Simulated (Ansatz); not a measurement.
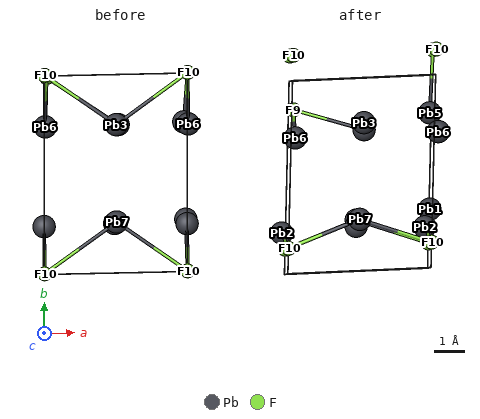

The structure of crystalline Pb₄F (a generated structure, set up in P1) (coarse preliminary run) before (left) and after (right) a relaxation, at one scale.

The picture is a ball-and-stick view of the cell of the calculation, seen along the c axis.

Level of theory: DFT PBE, scalar-relativistic, plane waves, PAW in Ansatz.

Input
```yaml
crystal:
  lattice:
    - [0.0575133984, 4.8127619787, 0.051425007]
    - [0.0322263365, 0.0691883768, 6.6787652229]
    - [9.6669444833, 0.1150267969, 0.0479051441]
  atoms:
    - { symbol: Pb, position: [-0.0106576103, 0.2636683914, 0.2569452946] }
    - { symbol: Pb, position: [-0.0018761475, 0.2411529702, 0.7499934116] }
    - { symbol: Pb, position: [0.5019306168, 0.7474935713, -0.0044945186] }
    - { symbol: Pb, position: [0.5158264615, 0.7475591919, 0.5024581055] }
    - { symbol: Pb, position: [-0.0247793359, 0.7543641562, 0.2495260624] }
    - { symbol: Pb, position: [1.0057251155, 0.7438446268, 0.7490737029] }
    - { symbol: Pb, position: [0.505380335, 0.2568116357, 0.0041129601] }
    - { symbol: Pb, position: [0.4916034614, 0.2498961386, 0.4937032101] }
    - { symbol: F, position: [0.0151776947, -0.0079875139, 0.5010883199] }
    - { symbol: F, position: [0.0016694087, 0.0031968315, -0.0024065485] }
basis:
  ecutwfc: 420
kpoints:
  mp_grid: { grid: [4, 4, 2] }
hamiltonian:
  xc: pbe
scf:
  occupations: { method: gaussian, width: 0.2 }
  lower_state_search: "off"
output:
  forces: true
  stress: true
  eigenvalues: true
relax:
  adjacent_minimum: "off"
  f_tol: 0.025
  max_steps: 60
  cell: { stress_tol: 0.25 }
```

Launched with:
```bash
ansatz run input.yaml --threads 1 --pin off --max-ram 2048MiB --backend cpu --events-out ev --progress --plain --runs-dir out
```

**Summarise the run.**

The run was cut off at its time limit before the relaxation converged, so the last structure is only a point on the way. F9 moves most relative to the cell: 0.93 Å roughly along −b. Largest moves by element: F 0.93 Å, Pb 0.42 Å. The drawn cell changes as follows: a 4.813 → 4.824 Å (+0.2 %), b 6.679 → 6.502 Å (−2.7 %), c 9.668 → 9.502 Å (−1.7 %), α 89.4° → 89.1°, β 88.6° → 87.3°, γ 88.8° → 86.1°; the volume changes by −4.4 %. Near-neighbour distances that change, for instance: Pb1–F9 2.966 → 3.536 Å, Pb8–F9 2.896 → 3.442 Å, Pb3–F10 2.980 → 3.478 Å, Pb6–F10 2.975 → 3.458 Å. The space group stays P1 (No. 1). After 6 geometry steps the energy has fallen by 122 meV per atom. The largest force component goes from 0.17 to 0.34 eV/Å. Pressure: −1.95 GPa at the start and 0.06 GPa at the end. The run took 4.8 min on 1 thread of Intel(R) Xeon(R) Platinum 8488C (Sapphire Rapids), on a shared host, peak memory 0.72 GiB.
